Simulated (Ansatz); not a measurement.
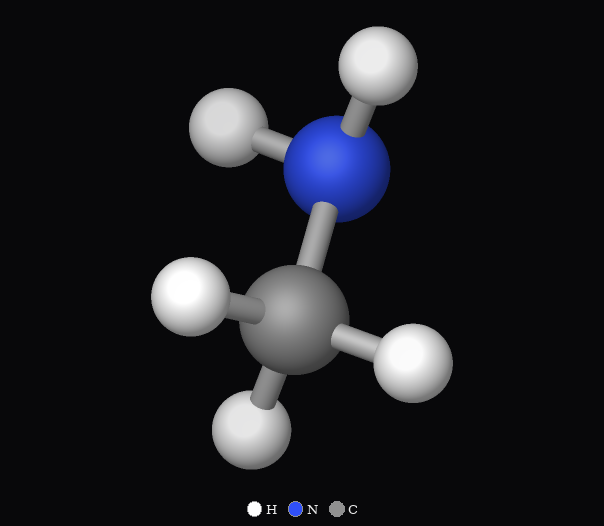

Ball-and-stick drawing of a structure.

The geometry was computed by an optimisation with PBE0-D4/def2-TZVP.

What does the picture show?

Formula CH₅N. This geometry has Cs symmetry. Coordination: 1 N trigonal pyramidal; 1 C tetrahedral.

The parts below concern this one geometry. Atoms keep their numbers from picture to picture.

## Shape

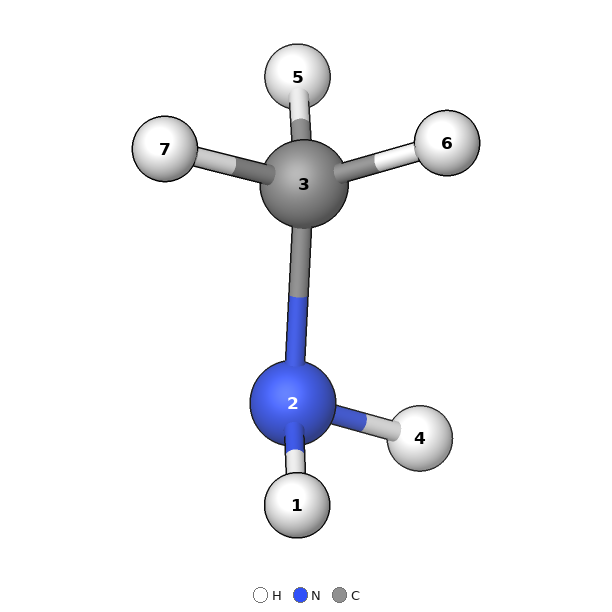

Estimate the angles H1–N2–H4, H1–N2–C3, N2–C3–H6, N2–C3–H5, H5–C3–H7, H5–C3–H6.

```json
{"angle": "H1–N2–H4", "degrees": "106.7"}
{"angle": "H1–N2–C3", "degrees": "110.6"}
{"angle": "N2–C3–H6", "degrees": "115.4"}
{"angle": "N2–C3–H5", "degrees": "109.4"}
{"angle": "H5–C3–H7", "degrees": "106.9"}
{"angle": "H5–C3–H6", "degrees": "107.7"}
```

## Vibrations

Harmonic vibrations computed with RKS PBE0-D4/def2-TZVP (Ansatz 0.2.0) at a stationary point of the same level.

**How many vibrational modes are there, and where do they lie?**

15 modes: 306, 832, 975, 1090, 1169, 1347, 1452, 1490, 1512, 1664, 2987, 3081, 3120, 3532, 3612 cm⁻¹.

## Dipole moment

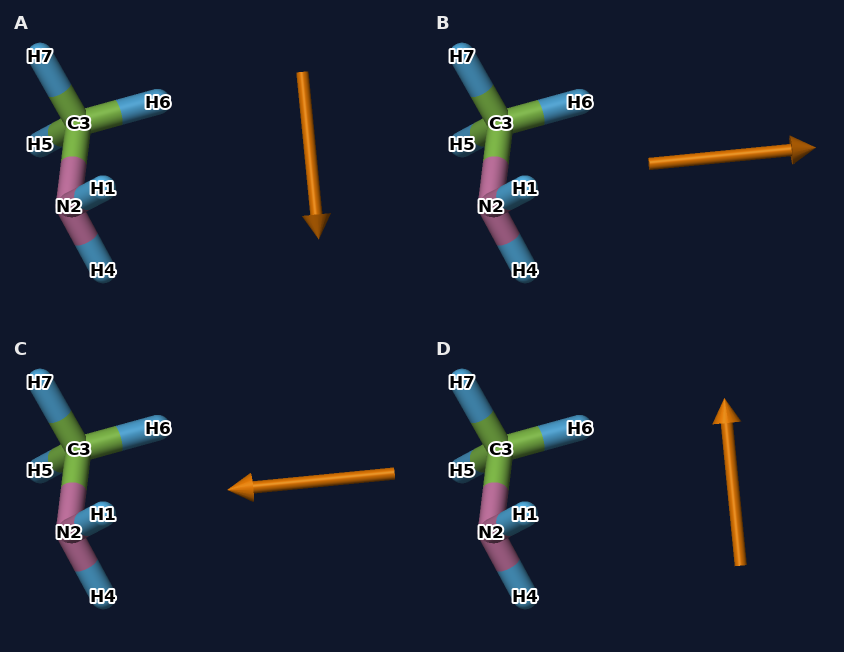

The same molecule four times, each with an arrow. Method: RKS PBE0-D4/def2-TZVP (Ansatz 0.2.0).

**Which arrow points along the dipole moment, from the negative to the positive end?**

B. The dipole moment is 1.35 D; it points from the side of N2, H5, H7 to the side of H6 (the outermost atoms at the two ends).

## Charges

The questions are on Mulliken charges. Properties computed with RKS PBE0-D4/def2-TZVP (Ansatz 0.2.0).

List the Mulliken charges.

```json
{"atom": "H1", "value (e)": "0.22"}
{"atom": "N2", "value (e)": "−0.52"}
{"atom": "C3", "value (e)": "−0.27"}
{"atom": "H4", "value (e)": "0.22"}
{"atom": "H5", "value (e)": "0.12"}
{"atom": "H6", "value (e)": "0.10"}
{"atom": "H7", "value (e)": "0.12"}
```

## Thermal motion

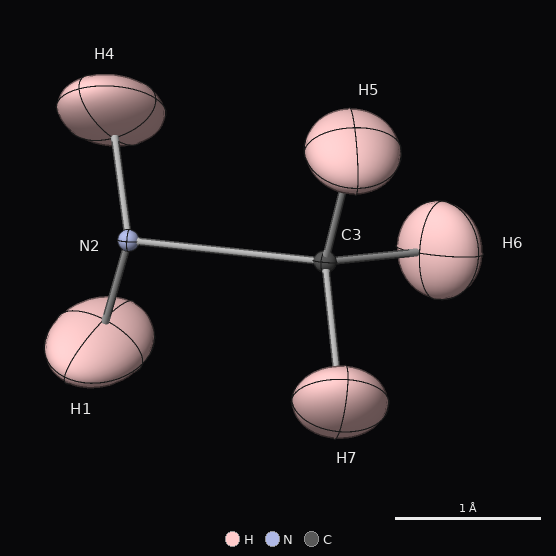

Displacement ellipsoids at the 50 % level, enlarged 2 times, from the internal vibrations of the free molecule (harmonic, no overall translation or rotation; no half-axis is drawn under 0.075 Å). Vibrations computed with RKS PBE0-D4/def2-TZVP (Ansatz 0.2.0). Temperature: 0 K (zero-point motion alone).

List U_eq and the three principal root-mean-square amplitudes for each kind of atom.

| atom | U_eq (Å²) | rms amplitudes (Å) |
| --- | --- | --- |
| H1, H4 | 0.0136 | 0.067, 0.112, 0.154 |
| N2 | 0.00035 | 0.015, 0.015, 0.025 |
| C3 | 0.00044 | 0.017, 0.017, 0.027 |
| H5, H7 | 0.0104 | 0.072, 0.108, 0.120 |
| H6 | 0.0098 | 0.073, 0.109, 0.110 |

Mulliken values depend strongly on the basis set and can even reverse the polarity of a bond.
